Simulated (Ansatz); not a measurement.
The starting structures come from a database of crystals and need not be the phases stable at ambient conditions.

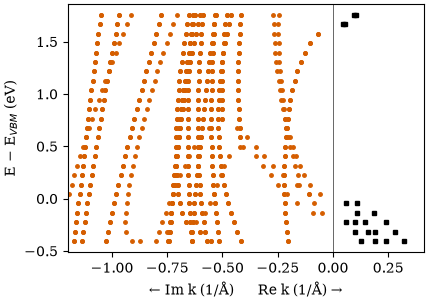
Fig. 1. Complex bands at the centre of the two-dimensional zone; r2SCAN run with Ansatz (a first-principles code)

No gap correction and no spin-orbit coupling; mid-gap values are interpolated between computed energies.

This is ScAlCO (P6_3mc, not sure to be the ambient phase, 8 atoms a cell, 11.6 Å³ an atom) along the normal of (111). Read off the slowest decay at the centre of the two-dimensional zone at 0.77 eV, the computed energy nearest the middle of the gap.

κ ≈ 0.21 1/Å, a decay length 1/(2κ) of the density of 2.4 Å.
